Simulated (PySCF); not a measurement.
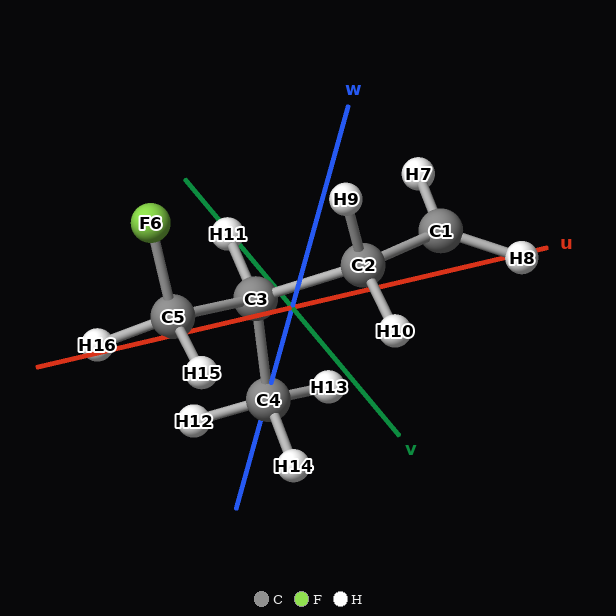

The lines u, v and w are the principal axes of the g tensor. State: neutral, doublet. The geometry was computed by an optimisation with GFN2-xTB. No frequency run is at hand to confirm it as a minimum. Method: UKS B3LYP, pcH-1 on C F H, non-relativistic, mean-field spin-orbit, GIAO (PySCF 2.14.0).

### Along which axis does g lie farthest from the free-electron value?

Along v: the shift is 741 ppm.

Give the principal values and shifts.

```tsv
axis	g	shift (ppm)
u	2.00277	454
v	2.00306	741
w	2.00218	−144
```
